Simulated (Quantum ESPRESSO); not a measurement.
# 2H-MoTe2, 1 layer, stepped through biaxial strain, part 3 of 7

What law, if any, do the results for 2H-MoTe2, 1 layer follow against biaxial strain?

Quantum ESPRESSO 7.5; plane-wave DFT, PBE, GBRV ultrasoft pseudopotentials.

So far. Step 2 (Relaxing cell and ions of the reference):  The last row is no step: it is a fresh SCF in the final cell with a new plane-wave basis, -0 meV from the row before. Step 3 (Relaxation with pw.x, -4 %): The relaxation lowers the energy by 15 meV an atom.

**5. Potential by pp.x, -4 %**

plot_num = 11 writes the bare and Hartree potential, from which vacuum levels or, in a crystal, the mean potential are read.

The input, m0.pot.in:

```
&inputpp
  prefix = 'm0.scf'
  outdir = './out'
  filplot = 'm0.pot.dat'
  plot_num = 11
/
```

Started as:

```console
> OMP_NUM_THREADS=1 mpirun -n 4 pp.x -in m0.pot.in > m0.pot.out
```

Log:

```text
[banner, memory and clock lines left out]
Program POST-PROC v.7.5 starts

          URL

     ./out/m0.scf.save/

     IMPORTANT: XC functional enforced from input :
     Exchange-correlation= PBE
                           (   1   4   3   4   0   0   0)
     Any further DFT definition will be discarded
     Please, verify this is what you really want

     negative rho (up, down):  2.183E-03 0.000E+00

     Calling punch_plot, plot_num =  11
     Writing data to file  m0.pot.dat
     Message from routine chdens:
     namelist plot not found or invalid, exiting
```

It took 0.93 s on 4 MPI ranks of Arm Neoverse V1, shared host; peak memory 0.09 GiB; 3.4 s of CPU time.

This step gave:

* slope of the potential above: 2.56e-4 eV/Å
* upper vacuum line continued to the top atoms, over the valence top: 4.670 eV
* slope of the potential below: -1.62e-4 eV/Å
* lower vacuum line continued to the bottom atoms, over the valence top: 4.671 eV
* vacuum level at the upper face over the valence top of the mesh: 4.672 eV
* vacuum level at the lower face over the valence top of the mesh: 4.672 eV

Electrostatic potential energy of an electron; zero at the highest filled level of the SCF mesh. Table of potential energy, planar mean by z:

```
z (Å)  potential energy, planar mean (eV)
    0                                4.67
    1                                4.67
    2                                4.67
    3                                4.67
    4                                4.67
    5                                4.61
    6                                3.65
    7                                9.99
    8                                10.7
    9                               -14.7
   10                               -7.91
   11                                18.9
   12                                2.71
   13                                4.13
   14                                4.64
   15                                4.67
   16                                4.67
   17                                4.67
   18                                4.67
```

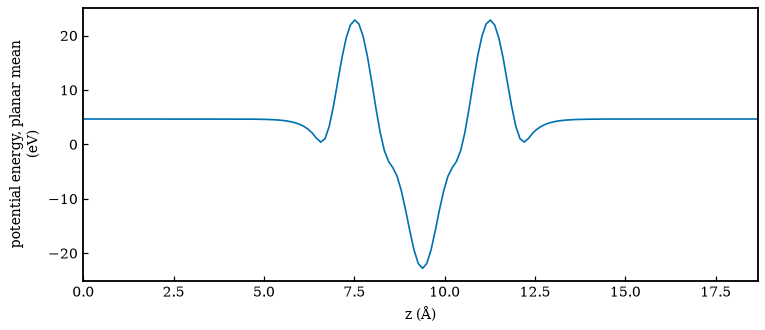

Potential energy, planar mean against z.

**6. Bands along a path, -4 %**

Bands along a path place the edges.

The input, m0.bands.in:

```
&control
  prefix = 'm0.bands'
  outdir = './out'
  pseudo_dir = './pseudo'
  calculation = 'bands'
/
&system
  ibrav = 0
  nat = 3
  ntyp = 2
  ecutwfc = 40
  ecutrho = 200
  occupations = 'smearing'
  smearing = 'fd'
  degauss = 0.002
  nbnd = 19
/
&electrons
  conv_thr = 1e-07
  mixing_beta = 0.4
  electron_maxstep = 120
  mixing_mode = 'plain'
/
ATOMIC_SPECIES
  Te  127.6000  te_pbe_v1.uspp.F.UPF
  Mo  95.9500  mo_pbe_v1.uspp.F.UPF
CELL_PARAMETERS angstrom
  3.42375696288000 0.00000000000000 0.00000000000000
  -1.71187848096000 2.96506050624000 0.00000000000000
  0.00000000000000 0.00000000000000 18.77410263100000
ATOMIC_POSITIONS crystal
  Te  0.333333333300 0.666666666700 0.400442583000
  Mo  0.000000000000 0.000000000000 0.500000000000
  Te  0.333333333300 0.666666666700 0.599557417000
K_POINTS crystal_b
4
  0.0000000000 0.0000000000 0.0000000000 12
  0.5000000000 0.0000000000 0.0000000000 12
  0.3333333333 0.3333333333 0.0000000000 12
  0.0000000000 0.0000000000 0.0000000000 1
```

Started as:

```console
> cp -r out/m0.scf.save out/m0.bands.save
> cp out/m0.scf.xml out/m0.bands.xml
> OMP_NUM_THREADS=1 mpirun -n 4 pw.x -nk 4 -in m0.bands.in > m0.bands.out
```

Log:

```text
[banner, memory and clock lines left out]
Program PWSCF v.7.5 starts

          URL

     Atomic positions and unit cell read from directory:
     ./out/m0.bands.save/

     Message from routine setup:
     using ibrav=0 with symmetry is DISCOURAGED, use correct ibrav instead

     G-vector sticks info

     bravais-lattice index     =            0
     lattice parameter (alat)  =       6.4700  a.u.
     unit-cell volume          =    1286.1519 (a.u.)^3
     number of atoms/cell      =            3
     number of atomic types    =            2
     number of electrons       =        26.00
     number of Kohn-Sham states=           19
     kinetic-energy cutoff     =      40.0000  Ry
     charge density cutoff     =     200.0000  Ry
     Exchange-correlation= SLA  PW   PBE  PBE
                           (   1   4   3   4   0   0   0)

     celldm(1)=   6.469963  celldm(2)=   0.000000  celldm(3)=   0.000000
     celldm(4)=   0.000000  celldm(5)=   0.000000  celldm(6)=   0.000000

     crystal axes: (cart. coord. in units of alat)
               a(1) = (   1.000000   0.000000   0.000000 )
               a(2) = (  -0.500000   0.866025   0.000000 )
               a(3) = (   0.000000   0.000000   5.483480 )

     reciprocal axes: (cart. coord. in units 2 pi/alat)
               b(1) = (  1.000000  0.577350 -0.000000 )
               b(2) = (  0.000000  1.154701  0.000000 )
               b(3) = (  0.000000 -0.000000  0.182366 )

     PseudoPot. # 1 for Te read from file:
     ./pseudo/te_pbe_v1.uspp.F.UPF
     Pseudo is Ultrasoft + core correction, Zval =  6.0
     Generated by new atomic code, or converted to UPF format
     Using radial grid of  891 points,  5 beta functions with:
                l(1) =   0
                l(2) =   0
                l(3) =   1
                l(4) =   1
                l(5) =   2
     Q(r) pseudized with  6 coefficients,  rinner =    1.800   1.800   1.800
                                                       1.800   1.800

     PseudoPot. # 2 for Mo read from file:
     ./pseudo/mo_pbe_v1.uspp.F.UPF
     Pseudo is Ultrasoft + core correction, Zval = 14.0
     Generated by new atomic code, or converted to UPF format
     Using radial grid of  889 points,  6 beta functions with:
                l(1) =   0
                l(2) =   0
                l(3) =   1
                l(4) =   1
                l(5) =   2
                l(6) =   2
     Q(r) pseudized with  6 coefficients,  rinner =    1.000   1.000   1.000
                                                       1.000   1.000

     atomic species   valence    mass     pseudopotential
     Te                6.00   127.60000     Te( 1.00)
     Mo               14.00    95.95000     Mo( 1.00)

     12 Sym. Ops. (no inversion) found

   Cartesian axes

     site n.     atom                  positions (alat units)
         1        Te     tau(   1) = (   0.0000000   0.5773503   2.1958189  )
         2        Mo     tau(   2) = (   0.0000000   0.0000000   2.7417400  )
         3        Te     tau(   3) = (   0.0000000   0.5773503   3.2876611  )

     number of k points=    37  Fermi-Dirac smearing, width (Ry)=  0.0020
                       cart. coord. in units 2pi/alat
        k(    1) = (   0.0000000   0.0000000   0.0000000), wk =   0.0540541
        k(    2) = (   0.0416667   0.0240563   0.0000000), wk =   0.0540541
        k(    3) = (   0.0833333   0.0481125   0.0000000), wk =   0.0540541
        k(    4) = (   0.1250000   0.0721688   0.0000000), wk =   0.0540541
        k(    5) = (   0.1666667   0.0962250   0.0000000), wk =   0.0540541
        k(    6) = (   0.2083333   0.1202813   0.0000000), wk =   0.0540541
        k(    7) = (   0.2500000   0.1443376   0.0000000), wk =   0.0540541
        k(    8) = (   0.2916667   0.1683938   0.0000000), wk =   0.0540541
        k(    9) = (   0.3333333   0.1924501   0.0000000), wk =   0.0540541
        k(   10) = (   0.3750000   0.2165064   0.0000000), wk =   0.0540541
        k(   11) = (   0.4166667   0.2405626   0.0000000), wk =   0.0540541
        k(   12) = (   0.4583333   0.2646189   0.0000000), wk =   0.0540541
        k(   13) = (   0.5000000   0.2886751   0.0000000), wk =   0.0540541
        k(   14) = (   0.4861111   0.3127314   0.0000000), wk =   0.0540541
        k(   15) = (   0.4722222   0.3367877   0.0000000), wk =   0.0540541
        k(   16) = (   0.4583333   0.3608439   0.0000000), wk =   0.0540541
        k(   17) = (   0.4444444   0.3849002   0.0000000), wk =   0.0540541
        k(   18) = (   0.4305556   0.4089564   0.0000000), wk =   0.0540541
        k(   19) = (   0.4166667   0.4330127   0.0000000), wk =   0.0540541
        k(   20) = (   0.4027778   0.4570690   0.0000000), wk =   0.0540541
        k(   21) = (   0.3888889   0.4811252   0.0000000), wk =   0.0540541
        k(   22) = (   0.3750000   0.5051815   0.0000000), wk =   0.0540541
        k(   23) = (   0.3611111   0.5292377   0.0000000), wk =   0.0540541
        k(   24) = (   0.3472222   0.5532940   0.0000000), wk =   0.0540541
        k(   25) = (   0.3333333   0.5773503   0.0000000), wk =   0.0540541
        k(   26) = (   0.3055556   0.5292377   0.0000000), wk =   0.0540541
        k(   27) = (   0.2777778   0.4811252   0.0000000), wk =   0.0540541
        k(   28) = (   0.2500000   0.4330127   0.0000000), wk =   0.0540541
        k(   29) = (   0.2222222   0.3849002   0.0000000), wk =   0.0540541
        k(   30) = (   0.1944444   0.3367877   0.0000000), wk =   0.0540541
        k(   31) = (   0.1666667   0.2886751   0.0000000), wk =   0.0540541
        k(   32) = (   0.1388889   0.2405626   0.0000000), wk =   0.0540541
        k(   33) = (   0.1111111   0.1924501   0.0000000), wk =   0.0540541
        k(   34) = (   0.0833333   0.1443376   0.0000000), wk =   0.0540541
        k(   35) = (   0.0555556   0.0962250   0.0000000), wk =   0.0540541
        k(   36) = (   0.0277778   0.0481125   0.0000000), wk =   0.0540541
        k(   37) = (   0.0000000   0.0000000   0.0000000), wk =   0.0540541

     Dense  grid:    61557 G-vectors     FFT dimensions: (  30,  30, 160)

     Smooth grid:    43949 G-vectors     FFT dimensions: (  27,  27, 144)

     The potential is recalculated from file :
     ./out/m0.bands.save/charge-density

     negative rho (up, down):  2.183E-03 0.000E+00
     Starting wfcs are   21 randomized atomic wfcs

     Band Structure Calculation
     Davidson diagonalization with overlap

     ethr =  3.85E-10,  avg # of iterations = 39.6

     End of band structure calculation

          k = 0.0000 0.0000 0.0000 (  5555 PWs)   bands (ev):

   -59.5979 -33.8152 -33.5859 -33.5859 -11.8974 -11.0735  -4.1819  -1.1914
    -0.3177  -0.3177   0.2149   0.4560   0.4560   4.5062   4.5062   4.7236
[...]
4.6294   5.0579   5.4803

          k = 0.1667 0.0962 0.0000 (  5521 PWs)   bands (ev):

   -59.5945 -33.8064 -33.6286 -33.5959 -11.4747 -10.7593  -3.7305  -1.5531
    -1.1954  -0.0257   0.0251   0.1664   0.2424   3.0117   3.3905   3.9570
     4.6895   5.2478   5.6949

          k = 0.2083 0.1203 0.0000 (  5525 PWs)   bands (ev):

   -59.5928 -33.8021 -33.6491 -33.6008 -11.2476 -10.5912  -3.5133  -1.7730
    -1.6247  -0.2262  -0.0880   0.1929   0.1979   2.6371   3.2855   3.6751
     4.7381   5.4875   5.9628

          k = 0.2500 0.1443 0.0000 (  5523 PWs)   bands (ev):

   -59.5910 -33.7976 -33.6709 -33.6060 -10.9816 -10.3956  -3.3037  -2.0862
    -2.0738  -0.4247  -0.3566   0.1029   0.3880   2.4270   3.3306   3.4159
     4.7703   5.7734   6.2760

          k = 0.2917 0.1684 0.0000 (  5505 PWs)   bands (ev):

   -59.5892 -33.7930 -33.6927 -33.6111 -10.6863 -10.1805  -3.2159  -2.4668
    -2.4545  -0.6090  -0.5752   0.0086   0.5813   2.3700   3.1958   3.4790
     4.7863   6.0992   6.6147

          k = 0.3333 0.1925 0.0000 (  5497 PWs)   bands (ev):

   -59.5875 -33.7887 -33.7130 -33.6160 -10.3754  -9.9578  -3.4767  -2.8774
    -2.5367  -0.7701  -0.7254  -0.0378   0.7610   2.4215   3.0261   3.6836
     4.7898   6.4532   6.9057

          k = 0.3750 0.2165 0.0000 (  5474 PWs)   bands (ev):

   -59.5861 -33.7851 -33.7303 -33.6201 -10.0702  -9.7441  -3.9146  -3.2863
    -2.4514  -0.9014  -0.8194  -0.0070   0.9106   2.5368   2.9114   3.9027
     4.7857   6.2996   6.8298

          k = 0.4167 0.2406 0.0000 (  5466 PWs)   bands (ev):

   -59.5850 -33.7823 -33.7435 -33.6232  -9.8019  -9.5618  -4.3175  -3.6268
    -2.3807  -0.9982  -0.8743   0.0846   1.0183   2.6797   2.8473   4.0970
     4.7788   5.7135   6.8973

          k = 0.4583 0.2646 0.0000 (  5456 PWs)   bands (ev):

   -59.5843 -33.7805 -33.7518 -33.6252  -9.6122  -9.4369  -4.5976  -3.8535
    -2.3452  -1.0574  -0.9025   0.1814   1.0809   2.8096   2.8199   4.2303
     4.7730   5.2857   6.8843

          k = 0.5000 0.2887 0.0000 (  5462 PWs)   bands (ev):

   -59.5840 -33.7799 -33.7546 -33.6259  -9.5428  -9.3922  -4.6985  -3.9332
    -2.3353  -1.0773  -0.9112   0.2224   1.1010   2.8132   2.8659   4.2775
     4.7708   5.1238   6.8976

          k = 0.4861 0.3127 0.0000 (  5446 PWs)   bands (ev):

   -59.5840 -33.7798 -33.7542 -33.6267  -9.5377  -9.3880  -4.6885  -3.9288
    -2.3312  -1.1079  -0.9006   0.1807   1.0813   2.7975   2.8965   4.2960
     4.6701   5.1346   7.0249

          k = 0.4722 0.3368 0.0000 (  5450 PWs)   bands (ev):

   -59.5839 -33.7796 -33.7530 -33.6291  -9.5227  -9.3756  -4.6586  -3.9159
    -2.3196  -1.1852  -0.8814   0.0533   1.0356   2.7766   2.9578   4.3486
     4.4261   5.1647   7.3290

          k = 0.4583 0.3608 0.0000 (  5444 PWs)   bands (ev):

   -59.5838 -33.7793 -33.7511 -33.6330  -9.4982  -9.3555  -4.6090  -3.8952
    -2.3018  -1.2937  -0.8654  -0.1577   0.9890   2.7578   3.0337   4.1215
     4.4361   5.2093   7.5720

          k = 0.4444 0.3849 0.0000 (  5454 PWs)   bands (ev):

   -59.5836 -33.7789 -33.7484 -33.6383  -9.4651  -9.3284  -4.5401  -3.8680
    -2.2804  -1.4245  -0.8551  -0.4360   0.9567   2.7385   3.1188   3.8141
     4.5463   5.2647   7.6635

          k = 0.4306 0.4090 0.0000 (  5468 PWs)   bands (ev):

   -59.5834 -33.7784 -33.7449 -33.6447  -9.4248  -9.2956  -4.4526  -3.8361
    -2.2599  -1.5698  -0.8508  -0.7557   0.9419   2.7163   3.2100   3.5265
     4.6742   5.3296   7.7327

          k = 0.4167 0.4330 0.0000 (  5470 PWs)   bands (ev):

   -59.5832 -33.7778 -33.7408 -33.6521  -9.3789  -9.2585  -4.3474  -3.8022
    -2.2485  -1.7207  -1.0881  -0.8522   0.9437   2.6892   3.2715   3.3056
     4.8114   5.4047   7.8060

          k = 0.4028 0.4571 0.0000 (  5484 PWs)   bands (ev):

   -59.5830 -33.7773 -33.7362 -33.6602  -9.3299  -9.2192  -4.2257  -3.7695
    -2.2632  -1.8676  -1.4000  -0.8592   0.9598   2.6565   3.0558   3.4038
     4.9496   5.4915   7.8141

          k = 0.3889 0.4811 0.0000 (  5492 PWs)   bands (ev):

   -59.5828 -33.7767 -33.7310 -33.6687  -9.2805  -9.1799  -4.0896  -3.7418
    -2.3381  -2.0002  -1.6443  -0.8711   0.9877   2.6190   2.8826   3.5019
     5.0800   5.5913   7.4172

          k = 0.3750 0.5052 0.0000 (  5490 PWs)   bands (ev):

   -59.5826 -33.7763 -33.7254 -33.6772  -9.2342  -9.1436  -3.9427  -3.7228
    -2.5031  -2.1091  -1.7793  -0.8863   1.0231   2.5794   2.7524   3.5955
     5.1941   5.7051   7.0388

          k = 0.3611 0.5292 0.0000 (  5476 PWs)   bands (ev):

   -59.5824 -33.7759 -33.7198 -33.6852  -9.1951  -9.1135  -3.7933  -3.7141
    -2.7188  -2.1871  -1.8293  -0.9023   1.0593   2.5430   2.6639   3.6773
     5.2838   5.8321   6.7001

          k = 0.3472 0.5533 0.0000 (  5480 PWs)   bands (ev):

   -59.5823 -33.7756 -33.7147 -33.6919  -9.1681  -9.0929  -3.7138  -3.6628
    -2.9095  -2.2316  -1.8426  -0.9153   1.0877   2.5165   2.6140   3.7366
     5.3415   5.9652   6.4260

          k = 0.3333 0.5774 0.0000 (  5472 PWs)   bands (ev):

   -59.5823 -33.7755 -33.7123 -33.6949  -9.1580  -9.0853  -3.7157  -3.6050
    -2.9910  -2.2451  -1.8443  -0.9208   1.0990   2.5067   2.5984   3.7594
     5.3616   6.0473   6.2927

          k = 0.3056 0.5292 0.0000 (  5474 PWs)   bands (ev):

   -59.5825 -33.7759 -33.7183 -33.6862  -9.2070  -9.1208  -3.7389  -3.6884
    -2.7456  -2.2075  -1.8486  -0.8895   1.0497   2.5405   2.6496   3.6565
     5.2814   5.9724   6.5951

          k = 0.2778 0.4811 0.0000 (  5474 PWs)   bands (ev):

   -59.5830 -33.7774 -33.7238 -33.6722  -9.3666  -9.2341  -3.8248  -3.5639
    -2.3219  -2.1333  -1.8680  -0.7787   0.9313   2.5752   2.7720   3.4123
     5.0706   6.1509   7.0698

          k = 0.2500 0.4330 0.0000 (  5473 PWs)   bands (ev):

   -59.5840 -33.7799 -33.7234 -33.6577  -9.6310  -9.4204  -3.7325  -3.3101
    -2.0795  -2.0506  -1.7163  -0.5886   0.8192   2.4773   2.9154   3.2066
     4.8108   6.5531   7.4915

          k = 0.2222 0.3849 0.0000 (  5489 PWs)   bands (ev):

   -59.5855 -33.7835 -33.7163 -33.6436  -9.9681  -9.6594  -3.4906  -2.9359
    -2.1977  -1.9501  -1.2625  -0.3503   0.7634   2.2660   3.0262   3.0942
     4.5986   7.0136   7.1976

          k = 0.1944 0.3368 0.0000 (  5507 PWs)   bands (ev):

   -59.5872 -33.7880 -33.7027 -33.6306 -10.3372  -9.9244  -3.1999  -2.4891
    -2.3483  -1.7957  -0.8073  -0.1062   0.7306   2.1274   3.0243   3.0648
     4.5047   6.5872   7.0970

          k = 0.1667 0.2887 0.0000 (  5533 PWs)   bands (ev):

   -59.5893 -33.7932 -33.6841 -33.6190 -10.7041 -10.1910  -3.1231  -2.2592
    -2.0831  -1.5037  -0.4137   0.1066   0.6291   2.1942   3.0353   3.0531
     4.5254   6.1305   6.6456

          k = 0.1389 0.2406 0.0000 (  5527 PWs)   bands (ev):

   -59.5914 -33.7986 -33.6622 -33.6090 -11.0436 -10.4403  -3.3281  -1.8688
    -1.8145  -1.0273  -0.1249   0.2647   0.4542   2.4422   3.0723   3.2153
     4.5910   5.7349   6.2312

          k = 0.1111 0.1925 0.0000 (  5553 PWs)   bands (ev):

   -59.5934 -33.8038 -33.6393 -33.6007 -11.3388 -10.6585  -3.5937  -1.6164
    -1.4083  -0.5055  -0.0020   0.3018   0.3635   2.8136   3.2032   3.5745
     4.6341   5.4061   5.8723

          k = 0.0833 0.1443 0.0000 (  5523 PWs)   bands (ev):

   -59.5953 -33.8084 -33.6181 -33.5942 -11.5782 -10.8360  -3.8358  -1.4478
    -0.9778  -0.0777  -0.0632   0.2595   0.4154   3.3121   3.4910   4.0043
     4.6268   5.1471   5.5808

          k = 0.0556 0.0962 0.0000 (  5533 PWs)   bands (ev):

   -59.5967 -33.8121 -33.6010 -33.5896 -11.7540 -10.9667  -4.0236  -1.3119
    -0.6282  -0.2014   0.2407   0.2434   0.4401   3.8955   3.9095   4.3850
     4.5802   4.9593   5.3674

          k = 0.0278 0.0481 0.0000 (  5573 PWs)   bands (ev):

   -59.5976 -33.8144 -33.5898 -33.5869 -11.8613 -11.0466  -4.1417  -1.2226
    -0.3984  -0.2877   0.2239   0.4054   0.4521   4.3231   4.4372   4.5284
     4.6370   4.8398   5.2379

          k = 0.0000 0.0000 0.0000 (  5555 PWs)   bands (ev):

   -59.5979 -33.8152 -33.5859 -33.5859 -11.8974 -11.0735  -4.1819  -1.1914
    -0.3177  -0.3177   0.2149   0.4560   0.4560   4.5062   4.5062   4.7236
     4.7236   4.7580   5.1938

     XML data file, pseudopotentials, collected wavefunctions

                                        0.00s GPU  (     433 calls)
```

Wall time 16 s (4 MPI ranks); peak memory 0.3 GiB.

Read from the output:

| Property | Result |
| --- | --- |
| conduction bottom, on the run's zero | 2.127 eV |
| gap by band count | 1.026 eV |

Band numbers count within the set of bands kept for display. Electronic bands along the path, in eV, zero at the highest filled level of the SCF mesh; v1 is the highest filled band, c1 the lowest empty one:

```
point     v4     v3     v2     v1    c1    c2    c3    c4
    Γ  -1.42  -0.89  -0.64  -0.64  3.41  3.41  3.62  3.62
    M  -2.18  -2.01  -0.88   0.00  1.71  1.76  3.18  3.67
    K  -3.35  -2.95  -2.02   0.00  1.41  1.50  2.66  4.26
    Γ  -1.42  -0.89  -0.64  -0.64  3.41  3.41  3.62  3.62
```

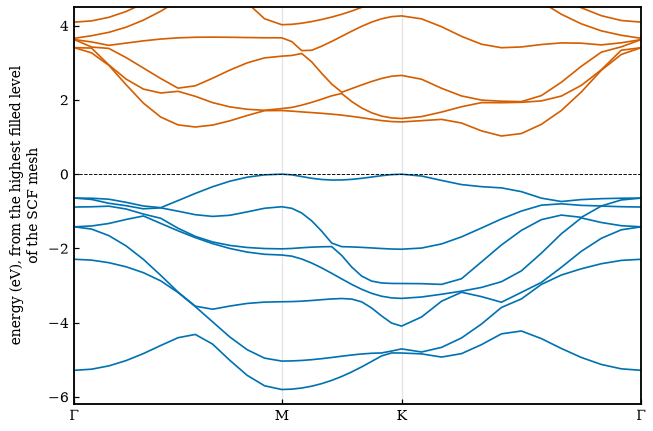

Electronic bands along the path; lines of filled and empty bands in two colours.

Along this path the valence top lies at M and the conduction bottom between K and Γ. The valence levels at M and K lie only 0.00 eV apart, so strain, functional or spin-orbit coupling can change their order; in real monolayers of this family spin-orbit coupling lifts K.

(Continued in part 4 of 7.)

[Logs are printed without paths, hosts, clocks, repeated set-up lines and the standing remarks that a program may print on its own settings, such as how far it seeks lower states.]

[Hosts, paths, dates, database ids (printed as entryN), source tags and the programs' standing remarks are cut or masked in the printed files.]

[Maps of the electrostatic potential energy from Ansatz leave out the sawtooth potential of an applied field or a dipole correction, so their vacuum need not be flat; planar profiles and work functions include it.]
